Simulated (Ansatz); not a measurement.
Input

```
crystal:
  periodic: [false, false, false]
  atoms:
    - {symbol: W, position_ang: [-1.274253, -0.552912, -0.431788]}
    - {symbol: W, position_ang: [1.274208, 0.552906, 0.431806]}
    - {symbol: O, position_ang: [-2.574662, 0.357887, -1.105658]}
    - {symbol: O, position_ang: [2.574743, -0.357929, 1.105395]}
    - {symbol: O, position_ang: [0.480586, -0.186312, -1.179587]}
    - {symbol: O, position_ang: [1.713466, 2.218660, 0.347775]}
    - {symbol: O, position_ang: [-1.713538, -2.218640, -0.347566]}
    - {symbol: O, position_ang: [-0.480559, 0.186351, 1.179613]}
basis:
  gaussian: {orbitals: def2-TZVP, initial_orbitals: start.molden}
hamiltonian: {xc: pbe0, dispersion: d4}
scf: {omitted_lower_state_checks: [starts]}
output: {forces: true, orbitals: {seedname: orbitals}}
```

Command:

```sh
ansatz run in.yaml --threads 4 --pin off --events-out ev --progress --plain --max-ram 8704MiB
```

Geometry: PBE-D4/def2-SVP; core potentials replace the inner electrons of W; not at a stationary point (largest force 1.4 eV/Å).

Theory: RKS PBE0-D4/def2-TZVP in Ansatz.

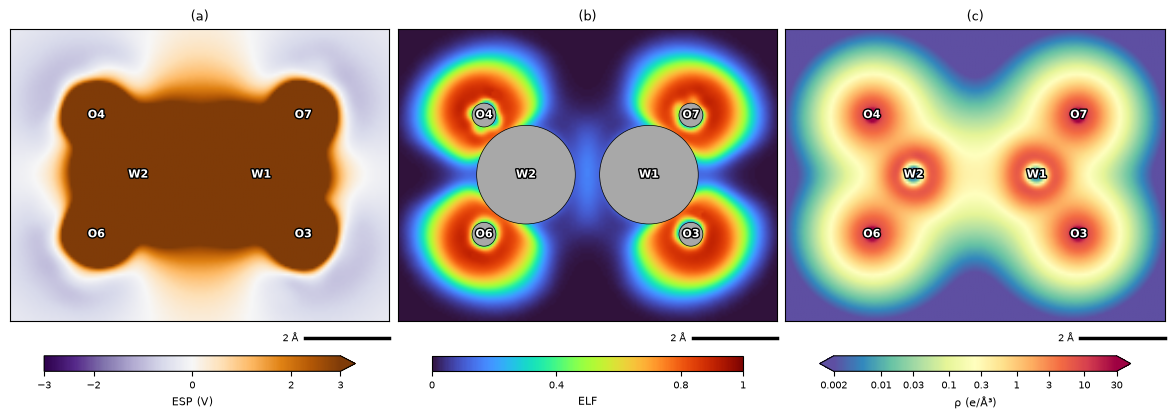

O6W2. (a) molecular electrostatic potential; (b) ELF; (c) electron density on the plane of atoms O4, W2 and O6. Grey discs cover the atomic cores in the ELF map.

### Describe what can be read from this map.

- The section cuts through W and O sites.
- W–O (1.72 Å): ρ at the midpoint is about 1.8 e/Å³; the ELF peaks at about 0.80 in the valence shell of O, 0.5 Å from its nucleus, and drops to about 0.40 between the two atoms.
- W–W (2.91 Å): ρ at the midpoint is about 0.34 e/Å³; the ELF is about 0.15 at the midpoint.
- Outside the dense part of the molecule the potential is most negative (−1.0 V) near O3, O4, O6 and O7.
